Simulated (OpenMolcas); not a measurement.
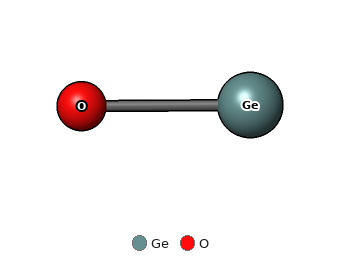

The molecule at the reference distance of 1.785 Å.

# Run report: GeO⁺, relativistic diatomic calculation (part 1 of 2)

GeO⁺. Computed at this level: SA-CASSCF(7,7)/XMS-CASPT2 + RASSI spin-orbit (X2C scalar, AMFI), ANO-RCC-VTZP (OpenMolcas).

**Input file**
```
&GATEWAY
Coord
2
angstrom
Ge 0.0 0.0 0.0
O 0.0 0.0 1.7850
Basis=ANO-RCC-VTZP
Group=XY
RX2C
AMFI
ANGMom
0.0 0.0 0.0
RICD
&SEWARD
&GUESSORB
&RASSCF
FileOrb=$CurrDir/o22.orb
Symmetry=2
Spin=2
nActEl=7 0 0
Inactive=10 6
RAS2=3 4
CIRoot=8 8 1
Linear
Iterations=120 100
OrbListing=Nothing
PRWF=0.15
>>COPY $Project.RasOrb $CurrDir/o22.orb
>>COPY $Project.rasscf.h5 $CurrDir/r22.h5
&CASPT2
XMultistate=all
Imaginary=0.2
IPEA=0.25
MaxIter=40
>>COPY $Project.JobMix JOB001
&RASSCF
FileOrb=$CurrDir/o21.orb
Symmetry=1
Spin=2
nActEl=7 0 0
Inactive=10 6
RAS2=3 4
CIRoot=7 7 1
Linear
Iterations=120 100
OrbListing=Nothing
PRWF=0.15
>>COPY $Project.RasOrb $CurrDir/o21.orb
>>COPY $Project.rasscf.h5 $CurrDir/r21.h5
&CASPT2
XMultistate=all
Imaginary=0.2
IPEA=0.25
MaxIter=40
>>COPY $Project.JobMix JOB002
&RASSCF
FileOrb=$CurrDir/o41.orb
Symmetry=1
Spin=4
nActEl=7 0 0
Inactive=10 6
RAS2=3 4
CIRoot=4 4 1
Linear
Iterations=120 100
OrbListing=Nothing
PRWF=0.15
>>COPY $Project.RasOrb $CurrDir/o41.orb
>>COPY $Project.rasscf.h5 $CurrDir/r41.h5
&CASPT2
XMultistate=all
Imaginary=0.2
IPEA=0.25
MaxIter=40
>>COPY $Project.JobMix JOB003
&RASSCF
FileOrb=$CurrDir/o42.orb
Symmetry=2
Spin=4
nActEl=7 0 0
Inactive=10 6
RAS2=3 4
CIRoot=2 2 1
Linear
Iterations=120 100
OrbListing=Nothing
PRWF=0.15
>>COPY $Project.RasOrb $CurrDir/o42.orb
>>COPY $Project.rasscf.h5 $CurrDir/r42.h5
&CASPT2
XMultistate=all
Imaginary=0.2
IPEA=0.25
MaxIter=40
>>COPY $Project.JobMix JOB004
&RASSI
Nr of JobIphs=4 8 7 4 2
1 2 3 4 5 6 7 8
1 2 3 4 5 6 7
1 2 3 4
1 2
SpinOrbit
EJob
Omega
MEES
MESO
Properties=4
'AngMom' 3 'Mltpl  1' 1 'Mltpl  1' 2 'Mltpl  1' 3
Thrs=1.0d-4
>>COPY $Project.rassi.h5 $CurrDir/so.h5
```

The first orbital files come from an earlier step.

Launched with:
```bash
pymolcas m.inp (one call a module block, same work directory)
```

**Log (extracts)**
```
++    Wave function specifications:
      Number of closed shell electrons          32
      Number of electrons in active shells       7
      Number of inactive orbitals               16
      Number of active orbitals                  7
      Number of secondary orbitals              50
      Spin quantum number                      0.5
      State symmetry                             2
++    Orbital specifications:
      Symmetry species                           1   2
                                                 a   b
      Frozen orbitals                            0   0
      Inactive orbitals                         10   6
      Active orbitals                            3   4
      RAS2 orbitals                              3   4
      Secondary orbitals                        26  24
      Number of basis functions                 39  34
      printout of CI-coefficients larger than  0.15 for root  1
      energy=   -2171.777665
      conf/sym  111 2222     Coeff  Weight
            11  u2d 2u00   0.17882 0.03198
            20  022 2u00   0.88828 0.78904
            77  022 u200  -0.27023 0.07302
            79  022 uud0   0.19549 0.03822
      printout of CI-coefficients larger than  0.15 for root  2
      energy=   -2171.777665
      conf/sym  111 2222     Coeff  Weight
            20  022 2u00   0.27023 0.07302
            50  u2d u200   0.17882 0.03198
            77  022 u200   0.88828 0.78904
            83  022 uu0d   0.19549 0.03822
      printout of CI-coefficients larger than  0.15 for root  3
      energy=   -2171.583609
      conf/sym  111 2222     Coeff  Weight
            20  022 2u00   0.15643 0.02447
            22  022 200u   0.25331 0.06416
            78  022 udu0  -0.24487 0.05996
            79  022 uud0  -0.85927 0.73835
      printout of CI-coefficients larger than  0.15 for root  4
      energy=   -2171.583609
      conf/sym  111 2222     Coeff  Weight
            77  022 u200  -0.15643 0.02447
            81  022 ud0u  -0.24487 0.05996
            83  022 uu0d   0.85927 0.73835
           153  022 02u0   0.25331 0.06416
      printout of CI-coefficients larger than  0.15 for root  5
      energy=   -2171.559559
      conf/sym  111 2222     Coeff  Weight
           155  022 020u   0.23036 0.05307
           179  020 220u  -0.84374 0.71189
           203  002 220u   0.15012 0.02254
           266  0uu 220d   0.16295 0.02655
           291  020 u2du   0.18994 0.03608
           309  0ud u2du  -0.18390 0.03382
      printout of CI-coefficients larger than  0.15 for root  6
      energy=   -2171.559559
      conf/sym  111 2222     Coeff  Weight
            21  022 20u0   0.23036 0.05307
           177  020 22u0  -0.84374 0.71189
           180  020 2udu   0.16780 0.02816
           201  002 22u0   0.15012 0.02254
           263  0uu 22d0   0.16294 0.02655
      printout of CI-coefficients larger than  0.15 for root  7
      energy=   -2171.531964
      conf/sym  111 2222     Coeff  Weight
            21  022 20u0   0.48455 0.23479
            81  022 ud0u  -0.68526 0.46958
           153  022 02u0  -0.48455 0.23479
      printout of CI-coefficients larger than  0.15 for root  8
      energy=   -2171.531964
      conf/sym  111 2222     Coeff  Weight
            22  022 200u  -0.48455 0.23479
            78  022 udu0  -0.68526 0.46958
           155  022 020u   0.48455 0.23479
      Natural orbitals and occupation numbers for root  1
      sym 1:   0.044262   1.967408   1.935416
      sym 2:   1.952173   0.994440   0.066393   0.039907
      Natural orbitals and occupation numbers for root  2
      sym 1:   0.044262   1.967408   1.935416
      sym 2:   0.994440   1.952173   0.039907   0.066393
      Natural orbitals and occupation numbers for root  3
      sym 1:   0.042132   1.967285   1.913201
      sym 2:   1.250362   0.951181   0.740758   0.135081
      Natural orbitals and occupation numbers for root  4
      sym 1:   0.042132   1.967285   1.913201
      sym 2:   0.951181   1.250362   0.135081   0.740758
      Natural orbitals and occupation numbers for root  5
      sym 1:   0.012387   1.818316   0.356049
      sym 2:   1.770806   1.923662   0.126989   0.991790
      Natural orbitals and occupation numbers for root  6
      sym 1:   0.012387   1.818316   0.356050
      sym 2:   1.923662   1.770806   0.991790   0.126989
      Natural orbitals and occupation numbers for root  7
      sym 1:   0.014023   1.993443   1.951392
      sym 2:   1.000295   1.000295   0.520277   0.520275
      Natural orbitals and occupation numbers for root  8
      sym 1:   0.014023   1.993443   1.951392
      sym 2:   1.000295   1.000295   0.520277   0.520275
      RASSCF energy for state  8                  -2171.53196366
::    RASSCF root number  1 Total energy:  -2171.77766537
::    RASSCF root number  2 Total energy:  -2171.77766537
::    RASSCF root number  3 Total energy:  -2171.58360896
::    RASSCF root number  4 Total energy:  -2171.58360896
::    RASSCF root number  5 Total energy:  -2171.55955914
::    RASSCF root number  6 Total energy:  -2171.55955913
::    RASSCF root number  7 Total energy:  -2171.53196366
::    RASSCF root number  8 Total energy:  -2171.53196366
      Von Neumann Entropy (Root   1) =  1.00189
++    Wave function specifications:
      Number of closed shell electrons           2
      Number of electrons in active shells       7
      Number of inactive orbitals                1
      Number of active orbitals                  7
      Number of secondary orbitals              50
      Spin quantum number                      0.5
      State symmetry                             2
      Number of CSFs                           392
      Number of CASSCF root(s) available         8
      CASPT2 state passed to geometry opt.       8
      A file JOBMIX will be created
      This is a MULTI-STATE CASSCF reference
      Number of CI roots used                    8
      These are:                                 1   2   3   4   5   6   7   8
      Off-diagonal elements of Heff are computed
  FINAL CASPT2 RESULT:
      Reference energy:       -2171.7776653703
      E2 (Non-variational):      -0.1513893848
      Shift correction:          -0.0010346161
      E2 (Variational):          -0.1524240009
      Total energy:           -2171.9300893712
      Reference weight:           0.95501
  FINAL CASPT2 RESULT:
      Reference energy:       -2171.7776653698
      E2 (Non-variational):      -0.1513893858
      Shift correction:          -0.0010346161
      E2 (Variational):          -0.1524240019
      Total energy:           -2171.9300893717
      Reference weight:           0.95501
  FINAL CASPT2 RESULT:
      Reference energy:       -2171.5836089597
      E2 (Non-variational):      -0.1356623174
      Shift correction:          -0.0015196932
      E2 (Variational):          -0.1371820107
      Total energy:           -2171.7207909704
      Reference weight:           0.95324
  FINAL CASPT2 RESULT:
      Reference energy:       -2171.5836089589
      E2 (Non-variational):      -0.1356623421
      Shift correction:          -0.0015196941
      E2 (Variational):          -0.1371820362
      Total energy:           -2171.7207909951
      Reference weight:           0.95324
  FINAL CASPT2 RESULT:
      Reference energy:       -2171.5595591385
      E2 (Non-variational):      -0.1530906667
      Shift correction:          -0.0024544137
      E2 (Variational):          -0.1555450804
      Total energy:           -2171.7151042188
      Reference weight:           0.94387
  FINAL CASPT2 RESULT:
      Reference energy:       -2171.5595591325
      E2 (Non-variational):      -0.1530906503
      Shift correction:          -0.0024544123
      E2 (Variational):          -0.1555450625
      Total energy:           -2171.7151041951
      Reference weight:           0.94387
  FINAL CASPT2 RESULT:
      Reference energy:       -2171.5319636584
      E2 (Non-variational):      -0.1329688315
      Shift correction:          -0.0009072369
      E2 (Variational):          -0.1338760684
      Total energy:           -2171.6658397268
      Reference weight:           0.96110
  FINAL CASPT2 RESULT:
      Reference energy:       -2171.5319636584
      E2 (Non-variational):      -0.1329688327
      Shift correction:          -0.0009072370
      E2 (Variational):          -0.1338760697
      Total energy:           -2171.6658397281
      Reference weight:           0.96110
       Total XMS-CASPT2 energies:
::    XMS-CASPT2 Root  1     Total energy:  -2171.92754782
::    XMS-CASPT2 Root  2     Total energy:  -2171.92754782
::    XMS-CASPT2 Root  3     Total energy:  -2171.72377534
::    XMS-CASPT2 Root  4     Total energy:  -2171.72377533
::    XMS-CASPT2 Root  5     Total energy:  -2171.71467517
::    XMS-CASPT2 Root  6     Total energy:  -2171.71467515
::    XMS-CASPT2 Root  7     Total energy:  -2171.66582597
::    XMS-CASPT2 Root  8     Total energy:  -2171.66582597
++    Wave function specifications:
      Number of closed shell electrons          32
      Number of electrons in active shells       7
      Number of inactive orbitals               16
      Number of active orbitals                  7
      Number of secondary orbitals              50
      Spin quantum number                      0.5
      State symmetry                             1
      printout of CI-coefficients larger than  0.15 for root  1
      energy=   -2171.760554
      conf/sym  111 2222     Coeff  Weight
            85  02u 2200   0.84970 0.72200
            91  02u 2u0d   0.24380 0.05944
           112  0u2 2200   0.18195 0.03311
           224  02u u2d0  -0.24380 0.05944
      printout of CI-coefficients larger than  0.15 for root  2
      energy=   -2171.631022
      conf/sym  111 2222     Coeff  Weight
            89  02u 2d0u  -0.46499 0.21621
           112  0u2 2200   0.54674 0.29892
           116  0u2 2d0u   0.20474 0.04192
           118  0u2 2u0d   0.17718 0.03139
           153  02u d2u0   0.46499 0.21621
           177  0u2 d2u0  -0.20474 0.04192
           251  0u2 u2d0  -0.17718 0.03139
      printout of CI-coefficients larger than  0.15 for root  3
      energy=   -2171.610282
      conf/sym  111 2222     Coeff  Weight
            86  02u 2du0   0.33722 0.11372
            87  02u 2ud0   0.57442 0.32995
           155  02u d20u   0.33723 0.11372
           227  02u u20d   0.57442 0.32996
      printout of CI-coefficients larger than  0.15 for root  4
      energy=   -2171.609703
      conf/sym  111 2222     Coeff  Weight
            86  02u 2du0   0.24914 0.06207
            87  02u 2ud0   0.42520 0.18079
            89  02u 2d0u  -0.22848 0.05220
            91  02u 2u0d  -0.38995 0.15206
           153  02u d2u0  -0.22848 0.05220
           155  02u d20u  -0.24914 0.06207
           224  02u u2d0  -0.38995 0.15206
           227  02u u20d  -0.42520 0.18080
      printout of CI-coefficients larger than  0.15 for root  5
      energy=   -2171.609703
      conf/sym  111 2222     Coeff  Weight
            86  02u 2du0   0.22848 0.05221
            87  02u 2ud0   0.38995 0.15206
            89  02u 2d0u   0.24914 0.06207
            91  02u 2u0d   0.42520 0.18079
           153  02u d2u0   0.24914 0.06207
           155  02u d20u  -0.22848 0.05220
           224  02u u2d0   0.42520 0.18080
           227  02u u20d  -0.38994 0.15205
      printout of CI-coefficients larger than  0.15 for root  6
      energy=   -2171.576324
      conf/sym  111 2222     Coeff  Weight
            86  02u 2du0   0.48821 0.23835
            87  02u 2ud0  -0.27740 0.07695
            89  02u 2d0u   0.29721 0.08834
            91  02u 2u0d  -0.16888 0.02852
           153  02u d2u0   0.29721 0.08834
           155  02u d20u  -0.48821 0.23835
           224  02u u2d0  -0.16888 0.02852
           227  02u u20d   0.27740 0.07695
      printout of CI-coefficients larger than  0.15 for root  7
      energy=   -2171.576324
      conf/sym  111 2222     Coeff  Weight
            86  02u 2du0   0.29721 0.08834
            87  02u 2ud0  -0.16888 0.02852
            89  02u 2d0u  -0.48821 0.23835
            91  02u 2u0d   0.27740 0.07695
           153  02u d2u0  -0.48821 0.23835
           155  02u d20u  -0.29721 0.08833
           224  02u u2d0   0.27740 0.07695
           227  02u u20d   0.16888 0.02852
      Natural orbitals and occupation numbers for root  1
      sym 1:   0.038696   1.918601   1.021315
      sym 2:   1.911239   1.911239   0.099455   0.099455
      Natural orbitals and occupation numbers for root  2
      sym 1:   0.054902   1.631345   1.302155
      sym 2:   1.659972   1.659972   0.345826   0.345827
      Natural orbitals and occupation numbers for root  3
      sym 1:   0.044601   1.914022   1.024476
      sym 2:   1.494839   1.494857   0.513594   0.513612
      Natural orbitals and occupation numbers for root  4
      sym 1:   0.044759   1.912120   1.023492
      sym 2:   1.496612   1.496615   0.513200   0.513202
      Natural orbitals and occupation numbers for root  5
      sym 1:   0.044759   1.912120   1.023492
      sym 2:   1.496623   1.496605   0.513210   0.513192
      Natural orbitals and occupation numbers for root  6
      sym 1:   0.050828   1.872246   1.060004
      sym 2:   1.492508   1.492504   0.515957   0.515953
      Natural orbitals and occupation numbers for root  7
      sym 1:   0.050829   1.872244   1.060006
      sym 2:   1.492504   1.492508   0.515957   0.515953
      RASSCF energy for state  7                  -2171.57632378
::    RASSCF root number  1 Total energy:  -2171.76055388
::    RASSCF root number  2 Total energy:  -2171.63102219
::    RASSCF root number  3 Total energy:  -2171.61028200
::    RASSCF root number  4 Total energy:  -2171.60970310
::    RASSCF root number  5 Total energy:  -2171.60970310
::    RASSCF root number  6 Total energy:  -2171.57632378
::    RASSCF root number  7 Total energy:  -2171.57632378
      Von Neumann Entropy (Root   1) =  1.21854
++    Wave function specifications:
      Number of closed shell electrons           2
      Number of electrons in active shells       7
      Number of inactive orbitals                1
      Number of active orbitals                  7
      Number of secondary orbitals              50
      Spin quantum number                      0.5
      State symmetry                             1
      Number of CSFs                           392
      Number of CASSCF root(s) available         7
      CASPT2 state passed to geometry opt.       7
      A file JOBMIX will be created
      This is a MULTI-STATE CASSCF reference
      Number of CI roots used                    7
      These are:                                 1   2   3   4   5   6   7
      Off-diagonal elements of Heff are computed
  FINAL CASPT2 RESULT:
      Reference energy:       -2171.7605538782
      E2 (Non-variational):      -0.1517054424
      Shift correction:          -0.0010318515
      E2 (Variational):          -0.1527372939
      Total energy:           -2171.9132911721
      Reference weight:           0.95468
  FINAL CASPT2 RESULT:
      Reference energy:       -2171.6310221874
      E2 (Non-variational):      -0.1367199373
      Shift correction:          -0.0009887700
      E2 (Variational):          -0.1377087073
      Total energy:           -2171.7687308947
      Reference weight:           0.96077
  FINAL CASPT2 RESULT:
      Reference energy:       -2171.6102819964
      E2 (Non-variational):      -0.1394500256
      Shift correction:          -0.0010789132
      E2 (Variational):          -0.1405289389
      Total energy:           -2171.7508109353
      Reference weight:           0.95786
  FINAL CASPT2 RESULT:
      Reference energy:       -2171.6097031049
      E2 (Non-variational):      -0.1431061335
      Shift correction:          -0.0013228684
      E2 (Variational):          -0.1444290019
      Total energy:           -2171.7541321068
      Reference weight:           0.95567
  FINAL CASPT2 RESULT:
      Reference SPIN-FREE ENERGIES:
  (Shifted by EMIN (a.u.) =      -2171.9275478235)
 SF State       Relative EMIN(au)   Rel lowest level(eV)    D:o, cm**(-1)      Abs_M
     1             0.0000000000        0.0000000000              0.0000         1.0
     2             0.0000000000        0.0000000000              0.0000         1.0
     9             0.0155621828        0.4234685675           3415.5043         0.0
    16             0.1393667856        3.7923634316          30587.4739         0.0
    17             0.1518766367        4.1327738236          33333.0689         2.0
    18             0.1519535838        4.1348676601          33349.9568         2.0
    10             0.1575113855        4.2861031490          34569.7533         0.0
    19             0.1601096182        4.3568046633          35139.9994         0.0
    11             0.1755860330        4.7779393635          38536.6799         2.0
    12             0.1756229926        4.7789450848          38544.7916         2.0
    13             0.1767369002        4.8092560558          38789.2660         0.0
    20             0.1792897368        4.8787222791          39349.5489         1.0
    21             0.1792897368        4.8787222791          39349.5489         1.0
     3             0.2037724842        5.5449317738          44722.8909         1.0
     4             0.2037724984        5.5449321596          44722.8940         1.0
    14             0.2102995478        5.7225422239          46155.4157         2.0
    15             0.2103600940        5.7241897684          46168.7041         2.0
     5             0.2128726522        5.7925599591          46720.1469         1.0
     6             0.2128726705        5.7925604573          46720.1509         1.0
     7             0.2617218503        7.1218143584          57441.3066         3.0
     8             0.2617218552        7.1218144898          57441.3077         3.0
```

(Continued in part 2.) Outcome of the run: converged; components of a degenerate state are split by 17 cm⁻¹.
